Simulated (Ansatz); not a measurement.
Ti (P6_3/mmc): the Drude term of Re ε in the infrared

Re ε of Ti (P6_3/mmc) along x at low photon energies is read from one computed spectrum; the carriers' damping was typed as γ = 0.1 eV. x, y and z are the Cartesian axes of the input cell.

Cell: a, b, c = 2.950, 2.950, 4.680 Å (primitive vectors), 2 atoms.

Method: Ansatz 0.2.0, PBE, independent particles, k-mesh 15×15×7 with interpolation inside its cells, Gaussian parameter 0.15 eV.

Launch of the response step: `ansatz run input.yaml --threads 4 --pin off --max-ram 8192MiB --backend cpu --events-out ev --progress --plain --runs-dir out`. The run took 21 s, on 4 threads of Intel(R) Xeon(R) Platinum 8488C (Sapphire Rapids) (shared host).

```
photon energy E (eV)  wavelength (µm)    Re ε
                0.25             4.96  -144.7
                0.30             4.13   -93.7
                0.35             3.54   -58.4
                0.40             3.10       ?
                0.50             2.48     0.9
                0.60             2.07    14.7
                0.70             1.77    16.4
```

A Drude term over a constant background gives Re ε = ε_b − ωp²/(E² + γ²), linear in 1/(E² + γ²).

Working, on the rows shown:

| x = 1/(E² + γ²) (eV⁻²) | y = Re ε |
| --- | --- |
| 13.7931 | -144.7 |
| 10 | -93.7 |
| 7.54717 | -58.4 |
| 3.84615 | 0.9 |
| 2.7027 | 14.7 |
| 2 | 16.4 |

Means: x̄ = 6.6482, ȳ = -44.133. Σ(x − x̄)(y − ȳ) = -1537, Σ(x − x̄)² = 108.1. Slope = -1537 / 108.1 = -14.22; intercept = ȳ − slope · x̄ = 50.39. The line misses the rows shown by at most 5.6.

Question: Fill in the last column of the withheld row.

Answer: At x = 5.8824 the line gives y = -33.245. The run gave -32.4, so the interpolation is off by 0.84, 0.5 % of the range in the table.

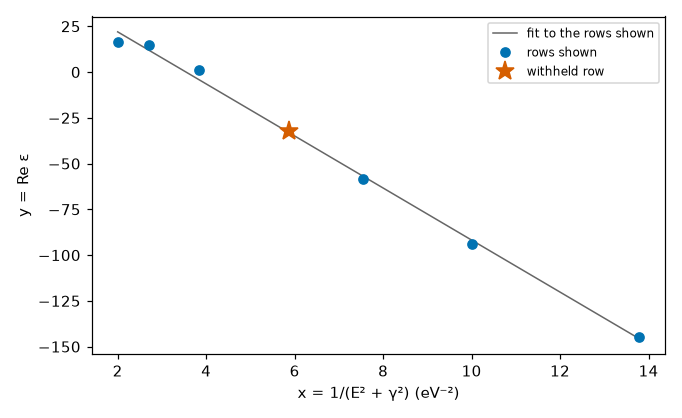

Refitted with all rows, the slope is -14.22 and the intercept 50.544. These give ωp = √(−slope) = 3.77 eV, against 3.76 eV from the program's Fermi-surface sum, and a background ε_b = 50.5 from interband transitions. The values come from a sum over the points of one k-mesh and carry its error, which is largest for Fermi-surface quantities.

[Logs are printed without paths, hosts, clocks, repeated set-up lines and the standing remarks that a program may print on its own settings, such as how far it seeks lower states.]
